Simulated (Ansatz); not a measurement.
## Electronic structure of CH6AsGaO2 (SMILES O[C](O)([GaH2])[AsH2]) in real space

```xyz
11

O    -0.6360    1.2752    0.0685
C     0.2174    0.1590    0.1051
O     1.4268    0.4623    0.7657
Ga   -0.9028   -1.2128    1.0658
As    0.8258   -0.4853   -1.6832
H    -0.2302    1.9631   -0.4769
H     1.2196    0.6994    1.6771
H    -1.7528   -2.2837    0.3016
H    -0.8578   -1.1285    2.6367
H     1.2475    0.9074   -2.1545
H    -0.5574   -0.3562   -2.3059
```

Geometry: PBE0-D4/def2-TZVP.

All numbers below come from RKS PBE0-D4/def2-TZVPP in Ansatz 0.2.0.

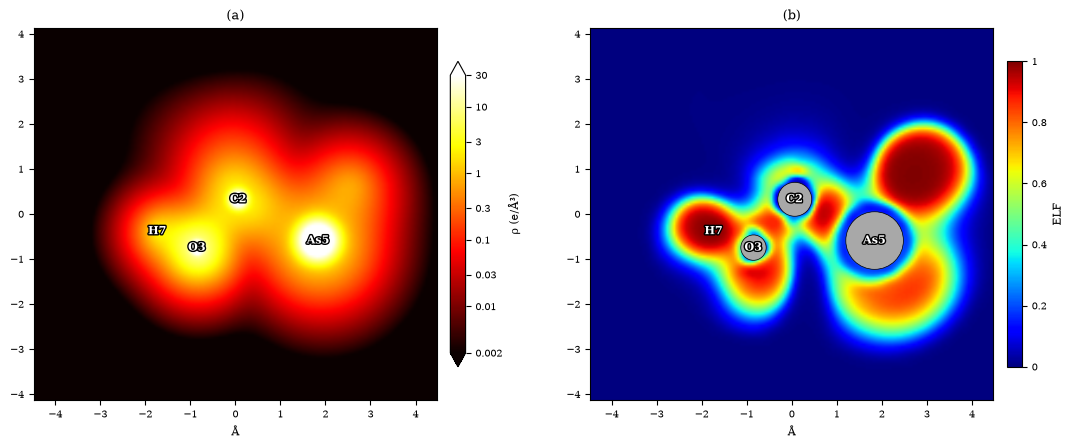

Figure 1. (a) electron density; (b) electron localisation function on the plane of atoms O3, C2 and As5. Grey discs cover the atomic cores in the ELF map.

> Describe what can be read from this map.

The section cuts through C, O, As and H sites.
C–O (1.41 Å): ρ is about 2.1 e/Å³ halfway, with its minimum of 1.8 e/Å³ about 0.5 Å from C; the ELF peaks at about 0.85 between the atoms: a shared but strongly polarised pair.
C–As (2.00 Å): ρ is about 0.92 e/Å³ halfway; the ELF peaks at about 0.95 between the atoms, as expected for a covalent bond.
O–H (0.96 Å): ρ at the midpoint is about 3.8 e/Å³; the ELF climbs to about 1 towards the hydrogen, as it does in any bond to H: an ordinary covalent bond to hydrogen.
The ELF also peaks beside As5 and O3, away from the bonds: lone-pair regions.

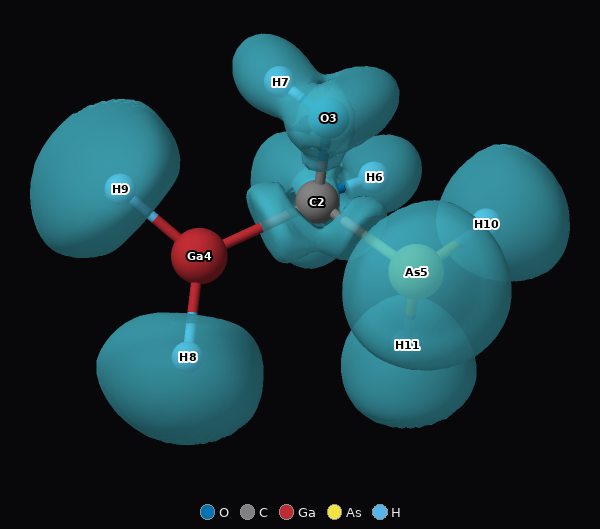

Figure 2. Isosurface of the electron localisation function at 0.75 (cyan), seen at a tilt. Core shells and regions of very low density are left out.

> What do the ELF domains correspond to?

The ELF exceeds this value in four regions around hydrogen nuclei, one region on C in which the atom's valence shell and bonds are merged, one lobe on As, pointing away from the bonds (lone pairs) and two joined regions spread over several atoms (H, O), in which their bonds and any lone pairs are merged.

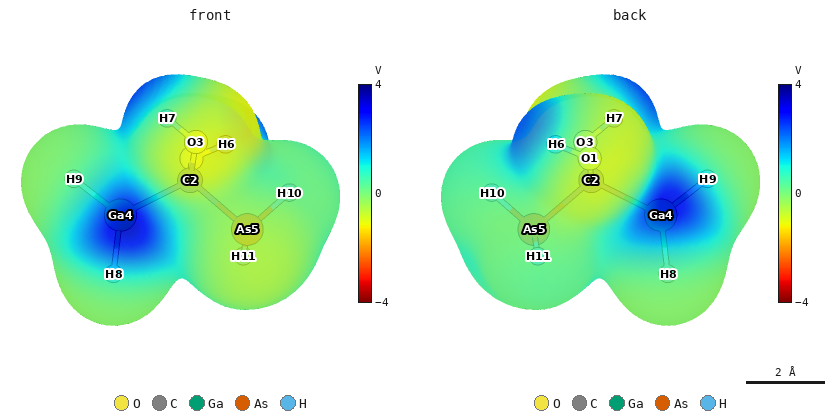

Figure 3. The electrostatic potential painted on the density surface at 0.002 e/bohr³, seen from the front and from behind; red is negative and blue positive.

> Describe the electrostatic potential map.

The most negative region (about −1.2 V) lies over O3, the most positive (about +3.2 V) over Ga4. O3 is the likeliest acceptor of a hydrogen bond.
